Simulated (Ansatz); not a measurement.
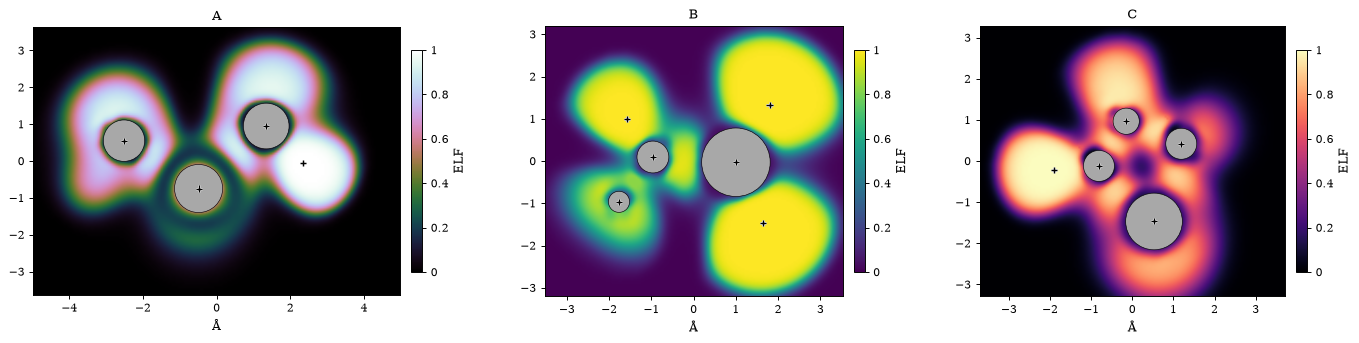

The ELF of 3 systems, each on a plane through atoms (crosses mark nuclei in the plane; grey discs cover the cores).

The calculation used Ansatz 0.2.0, RKS PBE0-D4/def2-TZVPP.

System 1: C₂H₃NSe (SMILES C1=NC[Se]1), the plane of atoms C1, N2 and C3. Geometry: PBE0-D4/def2-TZVP.

```xyz
7

C    -0.8680    0.5079   -0.5955
N     0.0936    0.9509    0.1105
C     0.7105   -0.3058    0.4719
Se   -0.6382   -1.3787   -0.5458
H    -1.6304    1.0966   -1.0991
H     0.6771   -0.5132    1.5410
H     1.7166   -0.4257    0.0714
```

System 2: CH₃AlF₂, the plane of atoms C2, Al4 and H6. Geometry: PBE0-D4/def2-TZVP.

```xyz
7

F     0.5664   -0.5594    1.8358
C     0.7472   -0.1598    0.5799
F     0.0826   -1.2519   -0.3014
Al   -0.7022    0.5283   -0.5613
H     1.8012   -0.2777    0.3211
H    -2.1506    0.5704    0.0601
H    -0.2834    1.0820   -1.9797
```

System 3: H₅PSSn (SMILES [PH2][SnH2][SH]), the plane of atoms Sn2, P1 and H5. Geometry: PBE0-D4/def2-TZVP; core potentials replace the inner electrons of Sn.

```xyz
8

P    -1.1427    0.6033   -1.5655
Sn    0.5891    0.0644    0.1537
S     0.4432   -2.3255    0.4322
H    -2.1822    0.6225   -0.5971
H    -0.9065    2.0012   -1.4472
H     0.3283    0.7739    1.6865
H     2.1369    0.4867   -0.4373
H     0.8260   -2.2835    1.7188
```

> Match each panel to its system.

Panel A is system 3, H₅PSSn: the plane holds P, Sn, S and H. Sn–S (2.41 Å): the ELF peaks at about 0.85 in the valence shell of S, 0.9 Å from its nucleus, and drops to about 0.20 between the two atoms. Panel B is system 2, CH₃AlF₂: the plane holds F, C, Al and H. C–F (1.33 Å): the ELF peaks at about 0.85 between the atoms; a shared but strongly polarised pair. Panel C is system 1, C₂H₃NSe: the plane holds C, N, Se and H. C–N (1.27 Å): the ELF peaks at about 0.90 between the atoms (a covalent bond).
